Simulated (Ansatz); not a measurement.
System: F₂Ge₂H₄O···HBr.

Input

```
crystal:
  periodic: [false, false, false]
  atoms:
    - { symbol: Ge, position_ang: [0.0, 0.0, 0.0] }
    - { symbol: Ge, position_ang: [0.0, 0.0, 2.75] }
    - { symbol: H, position_ang: [-1.3958, -0.4318, 3.2674] }
    - { symbol: H, position_ang: [1.0719, -0.9929, 3.2674] }
    - { symbol: H, position_ang: [0.324, 1.4247, 3.2674] }
    - { symbol: O, position_ang: [1.6691, 0.0, -0.5894] }
    - { symbol: H, position_ang: [1.9855, -0.9521, -0.7061] }
    - { symbol: F, position_ang: [-0.7913, 1.3709, -0.5594] }
    - { symbol: F, position_ang: [-0.7913, -1.3709, -0.5594] }
    - { symbol: Br, position_ang: [-2.5623, 0.0, 0.8514] }
    - { symbol: H, position_ang: [-1.542, 0.0, 2.1674] }
basis:
  gaussian: { orbitals: def2-SVP }
hamiltonian:
  xc: pbe
relax:
  f_tol: 0.15
  max_steps: 25
  restrain:
    - { distance: [0, 9], at: 3.6, k: 30.0 }
    - { distance: [10, 1], at: 2.75, k: 30.0 }
    - { distance: [0, 1], at: 2.4, k: 30.0 }
    - { distance: [10, 9], at: 1.55, k: 30.0 }
output:
  orbitals: {}
```

Run with:

```sh
ansatz run input.yaml --threads 4 --pin off --max-ram 5120MiB --backend cpu --events-out ev --progress --plain --runs-dir out
```

The fields are those of the run's last geometry, not of the input's.

Not at a stationary point (largest force 1.3 eV/Å).

The calculation used RKS PBE/def2-SVP (Ansatz 0.2.0).

> What can the converged electron density and electron localisation function tell about the bonding?

Ge–O (1.78 Å): ρ is about 0.95 e/Å³ halfway; the ELF peaks at about 0.85 in the valence shell of O, 0.6 Å from its nucleus, and is about 0.30 at the midpoint.
Ge–Ge (2.41 Å): ρ is about 0.58 e/Å³ halfway; the ELF peaks at about 0.85 between the atoms; localised, covalent bonding.
O–H (0.98 Å): ρ at the midpoint is about 3.5 e/Å³; the ELF climbs to about 1 towards the hydrogen, as it does in any bond to H (an ordinary covalent bond to hydrogen).

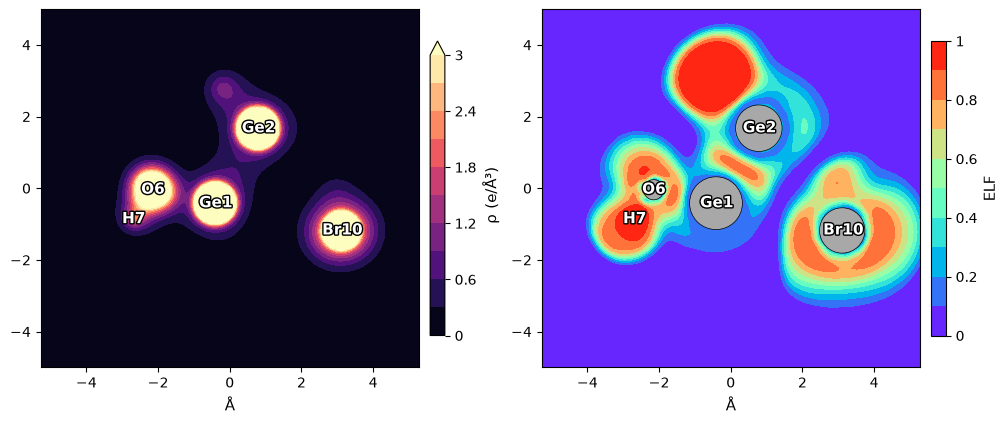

Computed electron density and electron localisation function on the plane of atoms Ge2, Ge1 and O6, in this order. Grey discs cover the atomic cores in the ELF map. 
